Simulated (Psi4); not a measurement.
# UHF/3ZaPa-NR (density fitting, sweep point 2) run of AlNH2F (SMILES [NH2][Al][F])

Aim: the vertical ionisation energy of AlNH2F at UHF/3ZaPa-NR (density fitting, sweep point 2), from 2 runs. 

The calculation is run with Psi4 1.11.

### 1 The structure to begin with

AlNH2F: 5 atoms, total charge 0, spin state doublet. As SMILES, `[NH2][Al][F]`. Geometry: relaxed at PBE0-D4/def2-TZVP. This is one conformer, not always the lowest.

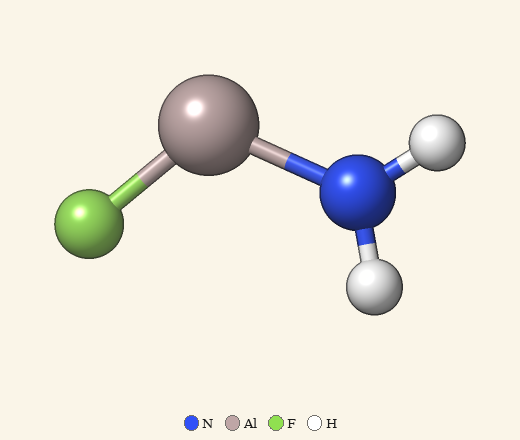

The structure, seen from a chosen angle (nitrogen blue, aluminium light grey, fluorine green, hydrogen white).

### 2 A single-point energy at UHF/3ZaPa-NR (density fitting, sweep point 2)

The input, calc.in:

```
memory 1.6 GB

molecule system {
  0 2
  N     -0.384700     0.499000    -0.263800
  Al     0.632000    -0.282800     0.949500
  F      1.228700    -1.786800     0.590000
  H     -0.804300     1.408300    -0.162700
  H     -0.621700     0.088600    -1.154400
  symmetry c1
}

set globals {
  basis     3ZaPa-NR
  reference uhf
  puream    true
  scf_type  df
  maxiter   150
}

e_tot, wfn = energy("scf", return_wfn=True)
```

Launch:

```bash
$ psi4 -n 1 calc.in calc.out
```

calc.out:

```text
[...]
  Running in c1 symmetry.
[...]
  Nuclear repulsion =   91.986394529846010
[...]
  Multiplicity = 2
[...]
  Nalpha       = 16
  Nbeta        = 15
[...]
    Number of basis functions: 162
[...]
   @DF-UHF iter   1:  -396.95491723870151   -9.82037e-01   4.18387e-03 DIIS/ADIIS
[...]
   @DF-UHF iter   9:  -397.14809708726824   -5.05902e-08   3.28378e-07 DIIS
[...]
   @S^2 Observed:                7.521258185E-01
[...]
    Orbital Energies [Eh]
    ---------------------
    Alpha Occupied:
       1A    -58.491166     2A    -26.241151     3A    -15.534903
       4A     -4.905719     5A     -3.221196     6A     -3.218272
       7A     -3.216501     8A     -1.530795     9A     -1.119341
      10A     -0.676974    11A     -0.652258    12A     -0.618235
      13A     -0.612642    14A     -0.585354    15A     -0.410432
      16A     -0.329852
    Alpha Virtual:
      17A      0.026143    18A      0.028617    19A      0.032077
      20A      0.038934    21A      0.063086    22A      0.065586
      23A      0.071960    24A      0.108158    25A      0.120247
[...]
  @DF-UHF Final Energy:  -397.14809708726824
   => Energetics <=
    Nuclear Repulsion Energy =             91.9863945298460095
    One-Electron Energy =                -735.9696267906879257
    Two-Electron Energy =                 246.8351351735736330
    Total Energy =                       -397.1480970872682406
  UHF NO Occupations:
  HONO-2 :   14  A 1.9995545
  HONO-1 :   15  A 1.9995106
[...]
 Multipole Moments:
 ------------------------------------------------------------------------------------
     Multipole            Electronic (a.u.)      Nuclear  (a.u.)        Total (a.u.)
 ------------------------------------------------------------------------------------
 L = 1.  Multiply by 2.5417464519 to convert [e a0] to [Debye]
 Dipole X            :          2.6725525           -3.0816253           -0.4090728
 Dipole Y            :         -2.5799569            3.3503810            0.7704241
 Dipole Z            :          2.6510715           -2.6717854           -0.0207139
 Magnitude           :                                                    0.8725382
[...]
```

Run time: 7.2 s. Hardware: 1 thread of AMD EPYC 7R43 (Zen 3), shared host; peak memory 0.36 GiB.

### 3 The singlet cation

The input, alfh2n.inp:

```
memory 1600 MB

molecule {
  1 1
  N     -0.384700     0.499000    -0.263800
  Al     0.632000    -0.282800     0.949500
  F      1.228700    -1.786800     0.590000
  H     -0.804300     1.408300    -0.162700
  H     -0.621700     0.088600    -1.154400
  symmetry c1
}

set puream true
set scf_type df

e_tot, wfn = energy('hf/3ZaPa-NR', return_wfn=True)
```

Launch:

```bash
$ psi4 alfh2n.inp alfh2n.out -n 1
```

alfh2n.out:

```text
[...]
  Running in c1 symmetry.
[...]
  Nuclear repulsion =   91.986394529846010
[...]
  Multiplicity = 1
[...]
  Nalpha       = 15
  Nbeta        = 15
[...]
    Number of basis functions: 162
[...]
   @DF-RHF iter   1:  -396.66193492262857   -6.89054e-01   4.03010e-03 DIIS/ADIIS
[...]
   @DF-RHF iter   8:  -396.83841171830261   -9.05277e-08   4.13847e-07 DIIS
[...]
    Orbital Energies [Eh]
    ---------------------
    Doubly Occupied:
       1A    -58.831215     2A    -26.480688     3A    -15.766003
       4A     -5.234063     5A     -3.550689     6A     -3.549786
       7A     -3.546644     8A     -1.758472     9A     -1.334830
      10A     -0.897142    11A     -0.866313    12A     -0.842215
      13A     -0.839239    14A     -0.799501    15A     -0.632136
[...]
  @DF-RHF Final Energy:  -396.83841171830261
   => Energetics <=
    Nuclear Repulsion Energy =             91.9863945298460095
    One-Electron Energy =                -727.7917150258803076
    Two-Electron Energy =                 238.9669087777316463
    Total Energy =                       -396.8384117183026092
[...]
 Multipole Moments:
 ------------------------------------------------------------------------------------
     Multipole            Electronic (a.u.)      Nuclear  (a.u.)        Total (a.u.)
 ------------------------------------------------------------------------------------
 L = 1.  Multiply by 2.5417464519 to convert [e a0] to [Debye]
 Dipole X            :          2.8810828           -3.0816253           -0.2005425
 Dipole Y            :         -1.5062186            3.3503810            1.8441624
 Dipole Z            :          4.1652704           -2.6717854            1.4934850
 Magnitude           :                                                    2.3815226
[...]
```

It took 5.4 s on 1 thread of AMD EPYC 7R43 (Zen 3), shared host; peak memory 0.36 GiB.

### 4 Outcome

At UHF/3ZaPa-NR (density fitting, sweep point 2):

```
                                          quantity          value
                      doublet AlNH2F: total energy  -397.14810 Eh
                     doublet AlNH2F: dipole moment         2.22 D
doublet AlNH2F: HOMO energy (highest over α and β)       -8.98 eV
 doublet AlNH2F: LUMO energy (lowest over α and β)        0.24 eV
                              doublet AlNH2F: ⟨S²⟩          0.752
                      singlet cation: total energy  -396.83841 Eh
                       singlet cation: HOMO energy      -17.20 eV
                       singlet cation: LUMO energy       -7.86 eV
                     singlet cation: HOMO–LUMO gap        9.34 eV
vertical ionisation energy (to the singlet cation)       8.427 eV
```

What this shows: The vertical ionisation energy comes to 8.43 eV (813 kJ/mol). Only the singlet of the ionised species was computed; a triplet could lie lower.
